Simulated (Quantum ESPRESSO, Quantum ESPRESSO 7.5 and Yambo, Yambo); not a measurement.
## Quasiparticle gap of CdTe (F-43m) in Yambo

Wanted: ground state, empty states, screening and self-energy for CdTe (F-43m).

Calculated with Quantum ESPRESSO 7.5 and Yambo 5.3.0; PBE and many-body steps on it, plane waves.

**Experimental background.**

- Gap 1.32 ± 0.02 eV: direct optical gap from Tauc analysis, 2.5 h deposition; UV-vis diffuse reflectance; film (electrodeposited 2.5 h on FTO, nearly stoichiometric) (“Electrodeposition of CdTe Thin Films for Solar Energy Water Splitting”, 2020, pmc:7177234).

- Gap 1.592 eV: near-band-edge L1 bound-exciton energy extrapolated to 0 K (Varshni), slightly below the true gap; temperature-dependent photoluminescence; 0 K; bulk crystal (vertical Bridgman single crystal) (“Photoluminescence characteristics of Cd1-xMnxTe single crystals grown by the vertical Bridgman method”, 2012, pmc:3275455).

- Gap 1.48 ± 0.02 eV: direct optical gap from Tauc analysis, 1.5 h deposition; UV-vis diffuse reflectance; film (electrodeposited 1.5 h on FTO, Te-rich) (“Electrodeposition of CdTe Thin Films for Solar Energy Water Splitting”, 2020, pmc:7177234).

## 1. The starting structure

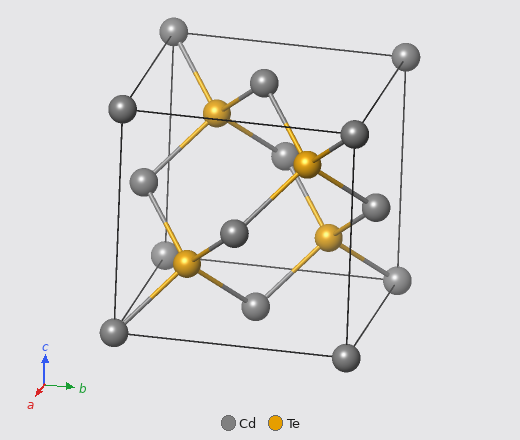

The starting structure, seen slightly off an axis (cadmium grey, tellurium orange). This picture shows the conventional cell, with its axes. Bonds to atoms that aren't drawn are left out. Some periodic images of atoms are drawn too.

The cell and positions come from the Crystallography Open Database and are kept as given unless a step says otherwise. Spin-orbit coupling is left out unless a step names it.

## 2. Ground state

This step: Quantum ESPRESSO 7.5; DFT, PBE, plane waves, norm-conserving pseudopotentials.

The ground-state density comes first.

Input file pw.in:

```
&control
  calculation = 'scf'
  prefix = 'x'
  outdir = 'o'
  pseudo_dir = 'pseudo'
/
&system
  ibrav = 0
  nat = 2
  ntyp = 2
  ecutwfc = 94.0
  nbnd = 27
  force_symmorphic = .true.
/
&electrons
  conv_thr = 1e-10
  electron_maxstep = 80
  mixing_beta = 0.5
/
ATOMIC_SPECIES
  Cd 112.41 Cd.upf
  Te 127.6 Te.upf
CELL_PARAMETERS angstrom
  0.0000000000 3.2400000000 3.2400000000
  3.2400000000 0.0000000000 3.2400000000
  3.2400000000 3.2400000000 0.0000000000
ATOMIC_POSITIONS crystal
  Cd 0.0000000000 0.0000000000 0.0000000000
  Te 0.2500000000 0.2500000000 0.2500000000
K_POINTS automatic
  6 6 6 0 0 0
```

Launch:

```bash
> OMP_NUM_THREADS=1 mpirun -n 4 pw.x -nk 4 -in pw.in > pw.out
```

The log of the run:

```text
Program PWSCF v.7.5 starts

     This program is part of the open-source Quantum ESPRESSO suite
     for quantum simulation of materials; please cite
         "P. Giannozzi et al., J. Phys.:Condens. Matter 21 395502 (2009);
         "P. Giannozzi et al., J. Phys.:Condens. Matter 29 465901 (2017);
         "P. Giannozzi et al., J. Chem. Phys. 152 154105 (2020);
     in publications or presentations arising from this work. More details at
     Message from routine setup:
     using ibrav=0 with symmetry is DISCOURAGED, use correct ibrav instead

     G-vector sticks info

     bravais-lattice index     =            0
     lattice parameter (alat)  =       8.6588  a.u.
     unit-cell volume          =     459.0517 (a.u.)^3
     number of atoms/cell      =            2
     number of atomic types    =            2
     number of electrons       =        44.00
     number of Kohn-Sham states=           27
     kinetic-energy cutoff     =      94.0000  Ry
     charge density cutoff     =     376.0000  Ry
     scf convergence threshold =      1.0E-10
     mixing beta               =       0.5000
     number of iterations used =            8  plain     mixing
     Exchange-correlation= PBE
                           (   1   4   3   4   0   0   0)

     celldm(1)=   8.658823  celldm(2)=   0.000000  celldm(3)=   0.000000
     celldm(4)=   0.000000  celldm(5)=   0.000000  celldm(6)=   0.000000

     crystal axes: (cart. coord. in units of alat)
               a(1) = (   0.000000   0.707107   0.707107 )
               a(2) = (   0.707107   0.000000   0.707107 )
               a(3) = (   0.707107   0.707107   0.000000 )

     reciprocal axes: (cart. coord. in units 2 pi/alat)
               b(1) = ( -0.707107  0.707107  0.707107 )
               b(2) = (  0.707107 -0.707107  0.707107 )
               b(3) = (  0.707107  0.707107 -0.707107 )
     Pseudo is Norm-conserving + core correction, Zval = 20.0
     Generated using ONCVPSP code by D. R. Hamann
     Using radial grid of 1368 points,  6 beta functions with:
     Pseudo is Norm-conserving + core correction, Zval = 24.0
     Generated using ONCVPSP code by D. R. Hamann
     Using radial grid of 1294 points,  8 beta functions with:
     Cd               20.00   112.41000     Cd( 1.00)
     Te               24.00   127.60000     Te( 1.00)

     24 Sym. Ops. (no inversion) found

   Cartesian axes

     site n.     atom                  positions (alat units)
         1        Cd     tau(   1) = (   0.0000000   0.0000000   0.0000000  )
         2        Te     tau(   2) = (   0.3535534   0.3535534   0.3535534  )

     number of k points=    16
                       cart. coord. in units 2pi/alat
        k(    1) = (   0.0000000   0.0000000   0.0000000), wk =   0.0092593
        k(    2) = (   0.1178511   0.1178511  -0.1178511), wk =   0.0740741
        k(    3) = (   0.2357023   0.2357023  -0.2357023), wk =   0.0740741
        k(    4) = (  -0.3535534  -0.3535534   0.3535534), wk =   0.0370370
        k(    5) = (   0.2357023   0.0000000  -0.0000000), wk =   0.0555556
        k(    6) = (   0.3535534   0.1178511  -0.1178511), wk =   0.2222222
        k(    7) = (  -0.2357023  -0.4714045   0.4714045), wk =   0.2222222
        k(    8) = (  -0.1178511  -0.3535534   0.3535534), wk =   0.2222222
        k(    9) = (   0.0000000  -0.2357023   0.2357023), wk =   0.1111111
        k(   10) = (   0.4714045   0.0000000  -0.0000000), wk =   0.0555556
     [... 4 further rows ...]
        k(   15) = (  -0.1178511  -0.3535534   0.5892557), wk =   0.2222222
        k(   16) = (  -0.7071068   0.2357023   0.0000000), wk =   0.1111111

     Dense  grid:    56833 G-vectors     FFT dimensions: (  54,  54,  54)

     Initial potential from superposition of free atoms

     starting charge      43.9996, renormalised to      44.0000
     Starting wfcs are   23 randomized atomic wfcs +    4 random wfcs

     per-process dynamical memory:    48.1 Mb

     Self-consistent Calculation

     iteration #  1     ecut=    94.00 Ry     beta= 0.50

     Threshold (ethr) on eigenvalues was too large:
     Diagonalizing with lowered threshold

     total energy              =    -911.71303440 Ry
     estimated scf accuracy    <       0.05445599 Ry

     iteration #  2     ecut=    94.00 Ry     beta= 0.50

     total energy              =    -911.72582198 Ry
     estimated scf accuracy    <       0.00649679 Ry

     iteration #  3     ecut=    94.00 Ry     beta= 0.50

     total energy              =    -911.72678033 Ry
     estimated scf accuracy    <       0.00078054 Ry

     iteration #  4     ecut=    94.00 Ry     beta= 0.50

     total energy              =    -911.72684356 Ry
     estimated scf accuracy    <       0.00003914 Ry

     iteration #  5     ecut=    94.00 Ry     beta= 0.50

     total energy              =    -911.72684964 Ry
     estimated scf accuracy    <       0.00000207 Ry

     iteration #  6     ecut=    94.00 Ry     beta= 0.50

     total energy              =    -911.72685028 Ry
     estimated scf accuracy    <       0.00000020 Ry

     iteration #  7     ecut=    94.00 Ry     beta= 0.50

     total energy              =    -911.72685033 Ry
     estimated scf accuracy    <       0.00000004 Ry

     iteration #  8     ecut=    94.00 Ry     beta= 0.50

     total energy              =    -911.72685034 Ry
     estimated scf accuracy    <          1.3E-09 Ry

     iteration #  9     ecut=    94.00 Ry     beta= 0.50

     End of self-consistent calculation

          k = 0.0000 0.0000 0.0000 (  7119 PWs)   bands (ev):

  -150.4559-100.4825-100.4825-100.4825 -93.9053 -54.9601 -54.9601 -54.9601
   -27.7572 -27.7572 -27.7572 -27.7493 -27.7493  -2.9059  -0.0114  -0.0114
    -0.0114   0.2489   0.2489   8.2696   8.2696   8.2696   9.0401  12.8896
    12.8896  12.8896  15.7323

          k = 0.1179 0.1179-0.1179 (  7099 PWs)   bands (ev):

  -150.4559-100.4825-100.4825-100.4825 -93.9053 -54.9601 -54.9601 -54.9601
   -27.7572 -27.7571 -27.7571 -27.7493 -27.7493  -2.8061   0.0073   0.0073
     0.0721   0.2477   0.2477   6.5355   8.0422   8.0422  10.1291  13.0047
    13.2280  13.2280  16.8030

          k = 0.2357 0.2357-0.2357 (  7072 PWs)   bands (ev):

  -150.4559-100.4825-100.4825-100.4825 -93.9053 -54.9602 -54.9601 -54.9601
   -27.7572 -27.7569 -27.7569 -27.7492 -27.7492  -2.6065   0.0395   0.0395
     0.2517   0.2517   0.3518   4.6935   7.6614   7.6614  10.2025  13.5145
    13.5145  14.5341  16.3414

          k =-0.3536-0.3536 0.3536 (  7120 PWs)   bands (ev):

     [... further k-points ...]

     highest occupied, lowest unoccupied level (ev):     8.2696    9.0401

!    total energy              =    -911.72685034 Ry
     estimated scf accuracy    <          4.7E-11 Ry

     The total energy is the sum of the following terms:
     one-electron contribution =    -703.52208015 Ry
     hartree contribution      =     340.89972353 Ry
     xc contribution           =    -120.80708531 Ry
     ewald contribution        =    -428.29740841 Ry

     convergence has been achieved in   9 iterations

     XML data file, charge density, pseudopotentials, collected wavefunctions

=------------------------------------------------------------------------------=
   JOB DONE.
=------------------------------------------------------------------------------=
```

It took 18 s on 4 MPI ranks of Arm Neoverse V1, shared host; peak memory 0.39 GiB.

This step gave:

```
total energy               : -12404.6757 eV
gap                        : 0.7705 eV
k of the valence top       : 0, 0, 0
k of the conduction bottom : 0, 0, 0
least direct gap           : 0.7705 eV
```

The gap is direct, at Γ.

## 3. Bands along the symmetry lines

The cheap functional maps the bands first; the places of the edges decide which points the dearer methods must see.

Input file pw.in:

```
&control
  calculation = 'bands'
  prefix = 'x'
  outdir = 'o'
  pseudo_dir = 'pseudo'
/
&system
  ibrav = 0
  nat = 2
  ntyp = 2
  ecutwfc = 94.0
  nbnd = 28
  force_symmorphic = .true.
/
&electrons
  conv_thr = 1e-9
  electron_maxstep = 80
  diago_full_acc = .true.
  diago_thr_init = 5e-6
/
ATOMIC_SPECIES
  Cd 112.41 Cd.upf
  Te 127.6 Te.upf
CELL_PARAMETERS angstrom
  0.0000000000 3.2400000000 3.2400000000
  3.2400000000 0.0000000000 3.2400000000
  3.2400000000 3.2400000000 0.0000000000
ATOMIC_POSITIONS crystal
  Cd 0.0000000000 0.0000000000 0.0000000000
  Te 0.2500000000 0.2500000000 0.2500000000
K_POINTS crystal
  50
  0.00000000 0.00000000 0.00000000 1
  -0.06250000 -0.06250000 0.00000000 1
  -0.12500000 -0.12500000 0.00000000 1
  -0.18750000 -0.18750000 0.00000000 1
  -0.25000000 -0.25000000 0.00000000 1
  -0.31250000 -0.31250000 0.00000000 1
  -0.37500000 -0.37500000 0.00000000 1
  -0.43750000 -0.43750000 0.00000000 1
  -0.50000000 -0.50000000 0.00000000 1
  -0.48437500 -0.48437500 0.03125000 1
  -0.46875000 -0.46875000 0.06250000 1
  -0.45312500 -0.45312500 0.09375000 1
  -0.43750000 -0.43750000 0.12500000 1
  -0.42187500 -0.42187500 0.15625000 1
  -0.40625000 -0.40625000 0.18750000 1
  -0.39062500 -0.39062500 0.21875000 1
  -0.37500000 -0.37500000 0.25000000 1
  -0.37500000 0.00000000 0.37500000 1
  -0.32812500 0.00000000 0.32812500 1
  -0.28125000 0.00000000 0.28125000 1
  -0.23437500 0.00000000 0.23437500 1
  -0.18750000 0.00000000 0.18750000 1
  -0.14062500 0.00000000 0.14062500 1
  -0.09375000 0.00000000 0.09375000 1
  -0.04687500 0.00000000 0.04687500 1
  0.00000000 0.00000000 0.00000000 1
  0.00000000 0.00000000 0.06250000 1
  0.00000000 0.00000000 0.12500000 1
  0.00000000 0.00000000 0.18750000 1
  0.00000000 0.00000000 0.25000000 1
  0.00000000 0.00000000 0.31250000 1
  0.00000000 0.00000000 0.37500000 1
  0.00000000 0.00000000 0.43750000 1
  0.00000000 0.00000000 0.50000000 1
  -0.06250000 -0.03125000 0.46875000 1
  -0.12500000 -0.06250000 0.43750000 1
  -0.18750000 -0.09375000 0.40625000 1
  -0.25000000 -0.12500000 0.37500000 1
  -0.31250000 -0.15625000 0.34375000 1
  -0.37500000 -0.18750000 0.31250000 1
  -0.43750000 -0.21875000 0.28125000 1
  -0.50000000 -0.25000000 0.25000000 1
  -0.50000000 -0.28125000 0.21875000 1
  -0.50000000 -0.31250000 0.18750000 1
  -0.50000000 -0.34375000 0.15625000 1
  -0.50000000 -0.37500000 0.12500000 1
  -0.50000000 -0.40625000 0.09375000 1
  -0.50000000 -0.43750000 0.06250000 1
  -0.50000000 -0.46875000 0.03125000 1
  -0.50000000 -0.50000000 0.00000000 1
```

The log of the run:

```text
[banner, memory and clock lines left out]
Program PWSCF v.7.5 starts

     Atomic positions and unit cell read from directory:
     o/x.save/

     Message from routine setup:
     using ibrav=0 with symmetry is DISCOURAGED, use correct ibrav instead

     G-vector sticks info

     bravais-lattice index     =            0
     lattice parameter (alat)  =       8.6588  a.u.
     unit-cell volume          =     459.0517 (a.u.)^3
     number of atoms/cell      =            2
     number of atomic types    =            2
     number of electrons       =        44.00
     number of Kohn-Sham states=           28
     kinetic-energy cutoff     =      94.0000  Ry
     charge density cutoff     =     376.0000  Ry
     Exchange-correlation= PBE
                           (   1   4   3   4   0   0   0)

     celldm(1)=   8.658823  celldm(2)=   0.000000  celldm(3)=   0.000000
     celldm(4)=   0.000000  celldm(5)=   0.000000  celldm(6)=   0.000000

     crystal axes: (cart. coord. in units of alat)
               a(1) = (   0.000000   0.707107   0.707107 )
               a(2) = (   0.707107   0.000000   0.707107 )
               a(3) = (   0.707107   0.707107   0.000000 )

     reciprocal axes: (cart. coord. in units 2 pi/alat)
               b(1) = ( -0.707107  0.707107  0.707107 )
               b(2) = (  0.707107 -0.707107  0.707107 )
               b(3) = (  0.707107  0.707107 -0.707107 )
     Pseudo is Norm-conserving + core correction, Zval = 20.0
     Generated using ONCVPSP code by D. R. Hamann
     Using radial grid of 1368 points,  6 beta functions with:
     Pseudo is Norm-conserving + core correction, Zval = 24.0
     Generated using ONCVPSP code by D. R. Hamann
     Using radial grid of 1294 points,  8 beta functions with:
     Cd               20.00   112.41000     Cd( 1.00)
     Te               24.00   127.60000     Te( 1.00)

     24 Sym. Ops. (no inversion) found

   Cartesian axes

     site n.     atom                  positions (alat units)
         1        Cd     tau(   1) = (   0.0000000   0.0000000   0.0000000  )
         2        Te     tau(   2) = (   0.3535534   0.3535534   0.3535534  )

     number of k points=    50
                       cart. coord. in units 2pi/alat
        k(    1) = (   0.0000000   0.0000000   0.0000000), wk =   0.0400000
        k(    2) = (   0.0000000   0.0000000  -0.0883883), wk =   0.0400000
        k(    3) = (   0.0000000   0.0000000  -0.1767767), wk =   0.0400000
[...]
[... 38 further rows ...]
        k(   49) = (   0.0441942  -0.0000000  -0.7071068), wk =   0.0400000
        k(   50) = (   0.0000000   0.0000000  -0.7071068), wk =   0.0400000

     Dense  grid:    56833 G-vectors     FFT dimensions: (  54,  54,  54)

     The potential is recalculated from file :
     o/x.save/charge-density

     Starting wfcs are   23 randomized atomic wfcs +    5 random wfcs

     Band Structure Calculation

     End of band structure calculation

          k = 0.0000 0.0000 0.0000 (  7119 PWs)   bands (ev):

  -150.4559-100.4824-100.4824-100.4824 -93.9054 -54.9602 -54.9602 -54.9602
   -27.7572 -27.7572 -27.7572 -27.7493 -27.7493  -2.9059  -0.0114  -0.0114
    -0.0114   0.2488   0.2488   8.2696   8.2696   8.2696   9.0401  12.8896
    12.8896  12.8896  15.7323  17.7426

          k = 0.0000 0.0000-0.0884 (  7055 PWs)   bands (ev):

  -150.4559-100.4824-100.4824-100.4824 -93.9054 -54.9602 -54.9602 -54.9602
   -27.7572 -27.7570 -27.7570 -27.7493 -27.7492  -2.8857  -0.0057  -0.0057
[...]
13.0421  13.0421  16.0292  16.9638

          k = 0.0000 0.0000-0.1768 (  7075 PWs)   bands (ev):

  -150.4559-100.4824-100.4824-100.4824 -93.9054 -54.9602 -54.9602 -54.9602
[...]
13.4575  13.4575  15.9608  16.8536

          k =-0.0000 0.0000-0.2652 (  7055 PWs)   bands (ev):

[...]
k = 0.0000 0.0000-0.3536 (  7059 PWs)   bands (ev):

[...]
k = 0.0000-0.0000-0.4419 (  7059 PWs)   bands (ev):

[...]
k =-0.0000 0.0000-0.5303 (  7055 PWs)   bands (ev):

[...]
k = 0.0000-0.0000-0.6187 (  7071 PWs)   bands (ev):

[...]
k = 0.5303-0.0000-0.5303 (  7030 PWs)   bands (ev):

[...]
k = 0.0000 0.0000 0.0000 (  7119 PWs)   bands (ev):

[...]
k = 0.1326 0.0000-0.7071 (  7056 PWs)   bands (ev):

[...]
k = 0.0884-0.0000-0.7071 (  7054 PWs)   bands (ev):

[...]
k = 0.0442-0.0000-0.7071 (  7066 PWs)   bands (ev):

  -150.4559-100.4824-100.4824-100.4824 -93.9054 -54.9602 -54.9602 -54.9602
[...]
16.9418  17.2513  17.5044  19.2383

          k = 0.0000 0.0000-0.7071 (  7078 PWs)   bands (ev):

  -150.4559-100.4824-100.4824-100.4824 -93.9054 -54.9603 -54.9602 -54.9602
   -27.7578 -27.7566 -27.7566 -27.7494 -27.7490  -2.3880   0.1439   0.1529
     0.1529   0.2791   0.7400   3.9680   6.4086   6.4086  10.8859  10.9507
    17.0978  17.4167  17.4167  19.2021

     XML data file, pseudopotentials, collected wavefunctions
```

Elapsed: 14 s, on 4 MPI ranks; peak memory 0.31 GiB.

Numbers from this step:

| Item | Value |
| --- | --- |
| gap | 0.7705 eV |
| k of the valence top | 0, 0, 0 |
| k of the conduction bottom | 0, 0, 0 |
| least direct gap | 0.7705 eV |

The gap is 0.770 eV, as in the run before at this level.

Electronic bands along the path, in eV, zero at the top of the highest filled band:

```tsv
point	band 19	band 20	band 21	band 22	band 23	band 24	band 25	band 26
Γ	-8.02	0.00	0.00	0.00	0.77	4.62	4.62	4.62
X	-7.53	-4.30	-1.86	-1.86	2.62	2.68	8.83	9.15
U	-7.48	-4.20	-2.55	-1.54	2.91	4.53	7.36	7.48
jump to K	-7.48	-4.20	-2.55	-1.54	2.91	4.53	7.36	7.48
Γ	-8.02	0.00	0.00	0.00	0.77	4.62	4.62	4.62
L	-7.67	-4.42	-0.77	-0.77	1.82	5.21	5.21	7.07
W	-7.45	-4.18	-2.32	-2.19	4.26	4.69	5.57	6.32
X	-7.53	-4.30	-1.86	-1.86	2.62	2.68	8.83	9.15
```

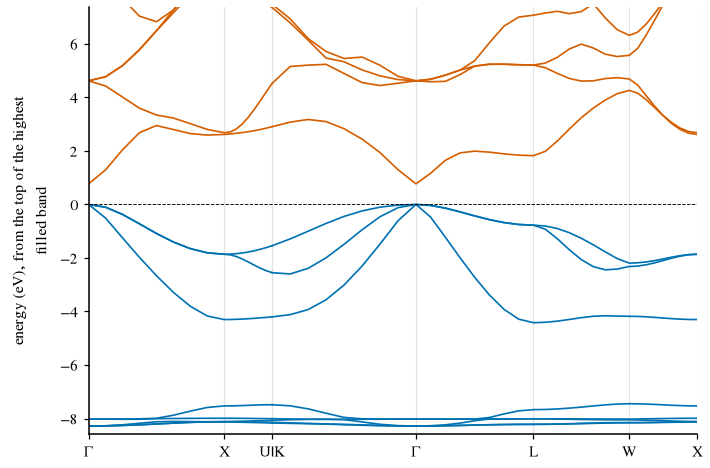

Electronic bands along the path; lines of filled and empty bands in two colours.

[end of part 1 of 3]

[Paths, hosts, dates, memory and timing lines, banners, echoed tables and standing remarks are left out of the program output.]

[Logs are printed without paths, hosts, clocks, repeated set-up lines and the standing remarks that a program may print on its own settings, such as how far it seeks lower states.]

[Runs of the session that timed out or met a known fault of the program may be left out.]

[Hosts, paths, dates, database ids (printed as entryN), source tags and the programs' standing remarks are cut or masked in the printed files.]
